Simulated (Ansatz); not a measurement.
Sn$_{3}$PbS$_{4}$

The calculation's input:

```
crystal:
  lattice:
    - [3.9927493944, 0.0, 0.0]
    - [0.0, 3.9927493944, 0.0]
    - [0.0, 0.0, 11.2948538365]
  atoms:
    - { symbol: Sn, position: [0.0, 0.0, 0.7513801833] }
    - { symbol: Sn, position: [0.5, 0.5, 0.0] }
    - { symbol: Sn, position: [0.0, 0.0, 0.2486198167] }
    - { symbol: Pb, position: [0.5, 0.5, 0.5] }
    - { symbol: S, position: [0.0, 0.0, 0.0] }
    - { symbol: S, position: [0.5, 0.5, 0.2455670775] }
    - { symbol: S, position: [0.0, 0.0, 0.5] }
    - { symbol: S, position: [0.5, 0.5, 0.7544329225] }
basis:
  ecutwfc: 420
kpoints:
  mp_grid: { grid: [8, 8, 4] }
hamiltonian:
  xc: pbe
scf:
  occupations: { method: gaussian, width: 0.01 }
output:
  forces: true
  stress: true
  eigenvalues: true
  write_density: true
  write_potential: true
  elf: true
  volumetric_format: npy
relax:
  adjacent_minimum: "off"
  f_tol: 0.01
  max_steps: 30
  cell: { stress_tol: 0.1, fix: [volume] }
```

Command:

```sh
ansatz run input.yaml --threads 4 --pin off --max-ram 8192MiB --backend cpu --events-out ev --progress --plain --runs-dir out
```

Below, planes, directions and counts refer to the conventional cell (a = 3.99 Å, b = 3.99 Å, c = 11.30 Å, α = 90.00°, β = 90.00°, γ = 90.00°).

Space group P4/mmm; a structure generated by program, which may or may not match a known phase; changed on purpose from its base cell (volume × 0.88, shape and atoms relaxed); computed pressure about 9 GPa in this cell.

Computed with DFT PBE, scalar-relativistic, plane waves, PAW (Ansatz 0.2.0).

Predict the valence pseudo-density and electron localisation function between the atoms.

Sn–S (2.77 Å): ρ is about 0.3 e/Å³ halfway; the ELF peaks at about 0.85 in the valence shell of S, 0.8 Å from its nucleus, and drops to about 0.30 between the two atoms.
Pb–S (2.87 Å): the density is about 0.26 e/Å³ at the midpoint; the ELF peaks at about 0.85 in the valence shell of S, 0.9 Å from its nucleus, and drops to about 0.25 between the two atoms.

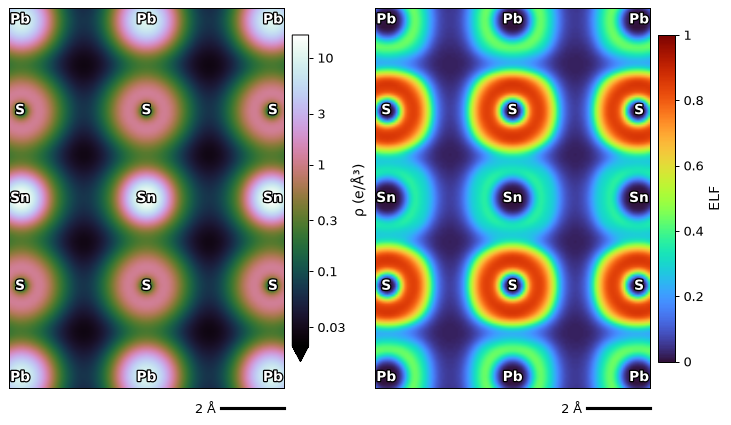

Computed valence pseudo-density and electron localisation function on the (010) plane of the conventional cell, in this order. 
